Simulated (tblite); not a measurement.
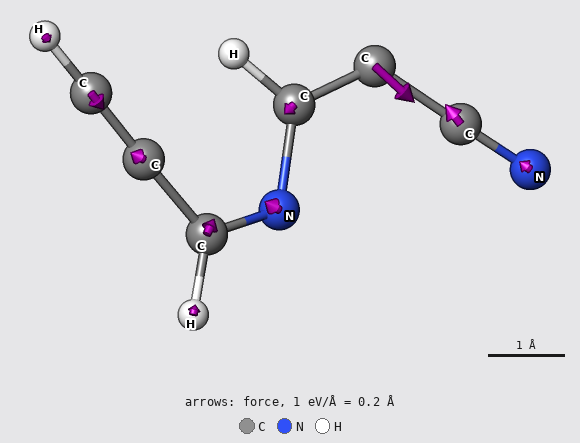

Starting geometry of C₆H₃N₂ (multiplicity 2) with the computed forces as purple arrows. The picture is a ball-and-stick view, seen at a tilt.

Theory: GFN2-xTB geometry optimisation, gas phase (tblite). 

What follows when this structure is relaxed?

Answer. It isn't relaxed: the largest force vector, on a C atom, is 3.73 eV/Å. The final displacements follow the starting forces only in part (cosine between the two patterns 0.32). After 74 geometry steps the energy has fallen by 0.641 eV. The largest move after the best rigid fit is that of an N atom, 1.23 Å. By element the largest moves are N 1.23 Å, C 0.88 Å, H 0.50 Å. Among the contacts that change: C–C 1.441 → 1.316 Å, C–N 1.428 → 1.371 Å, C–C 1.441 → 1.413 Å, C–N 1.298 → 1.274 Å. Bond angles that change, for instance: C–C–C 124.5° → 170.0°, C–C–N 122.0° → 127.2°, C–N–C 117.4° → 121.9°. Cost: 0.29 s on 1 thread of Arm Neoverse V2 (shared host).
